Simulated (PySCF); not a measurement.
Consider C2H5Cl2Si2 (doublet).

```xyz
11

Si   -2.1141    0.1248   -0.1133
C    -0.3194   -0.1981   -0.5534
C     0.6972   -0.0488    0.3113
Cl    0.3097    0.4113    1.9519
Si    2.4865   -0.4327    0.0221
Cl    3.7920    0.3702    1.3190
H    -2.8980   -0.1197   -1.3259
H    -2.5383   -0.7785    0.9594
H    -2.2795    1.5149    0.3183
H    -0.0547   -0.4985   -1.5569
H     2.9242   -0.3423   -1.3584
```

Geometry: GFN2-xTB.

Computed with PySCF 2.14.0, density-fitted response routines, UKS B3LYP, pcH-1 on C Cl H Si, non-relativistic, mean-field spin-orbit, GIAO.

What can the converged electron density, electron localisation function and spin density tell about the bonding?

C–C (1.34 Å): the density is about 2.3 e/Å³ at the midpoint; the ELF peaks at about 0.95 between the atoms: a multiple bond.
C–Cl (1.75 Å): ρ is about 1.4 e/Å³ halfway; the ELF peaks at about 0.90 between the atoms; a covalent bond.
C–Si (1.85 Å): the density is about 0.97 e/Å³ at the midpoint; the ELF peaks at about 0.95 between the atoms, as expected for localised, covalent bonding.
C–H (1.08 Å): the density is about 2 e/Å³ at the midpoint; the ELF climbs to about 1 towards the hydrogen, as it does in any bond to H: a covalent bond by its length.
The unpaired spin (1 electron) lies mostly on Si5 (about 0.7), C2 (about 0.1) and Cl6 (about 0.1), in electrons by Hirshfeld's partition.

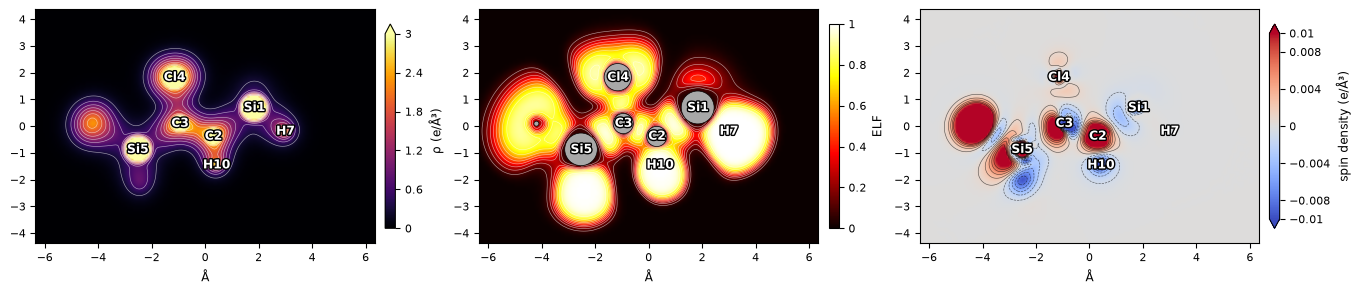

Computed electron density, electron localisation function and spin density on the plane of atoms C2, Si1 and H7, in this order. Grey discs cover the atomic cores in the ELF map. 
